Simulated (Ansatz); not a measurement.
TiSi, pressure series

Consider TiSi (space group Pnma, No. 62; a cell from a computed database, its experimental status unchecked).

```
CELL_PARAMETERS angstrom
      6.50775     0.00000     0.00000
      0.00000     3.63258     0.00000
      0.00000     0.00000     4.99109
ATOMIC_POSITIONS crystal
  Ti 0.67585 0.25000 0.37169
  Ti 0.32415 0.75000 0.62831
  Ti 0.82415 0.75000 0.87169
  Ti 0.17585 0.25000 0.12831
  Si 0.54402 0.25000 0.85531
  Si 0.45598 0.75000 0.14469
  Si 0.95598 0.75000 0.35531
  Si 0.04402 0.25000 0.64469
```

Cell and atoms are relaxed at each pressure.

Computed with r2SCAN (Ansatz, a program for electronic structure; PAW; 500 eV plane waves; no spin-orbit coupling), earlier PAW set.

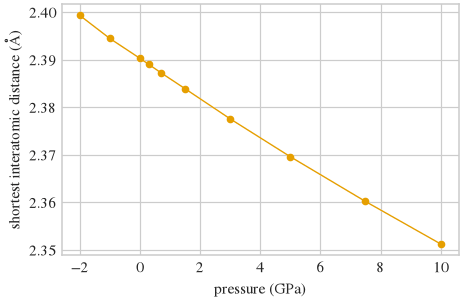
*Shortest interatomic distance against pressure*

```json
[
 {"pressure (GPa)": "-2", "shortest interatomic distance": "4.534 bohr"},
 {"pressure (GPa)": "-1", "shortest interatomic distance": "4.525 bohr"},
 {"pressure (GPa)": "0.3", "shortest interatomic distance": "4.514 bohr"},
 {"pressure (GPa)": "0.7", "shortest interatomic distance": "4.511 bohr"},
 {"pressure (GPa)": "1.5", "shortest interatomic distance": "4.505 bohr"},
 {"pressure (GPa)": "3", "shortest interatomic distance": "4.493 bohr"},
 {"pressure (GPa)": "5", "shortest interatomic distance": "4.478 bohr"},
 {"pressure (GPa)": "7.5", "shortest interatomic distance": "4.460 bohr"},
 {"pressure (GPa)": "10", "shortest interatomic distance": "4.443 bohr"}
]
```

Load acts through the strain it causes; cell and atoms are relaxed under it. Stability against distortions was not tested. Competing high-pressure phases were not computed. All final runs are without spin polarisation.
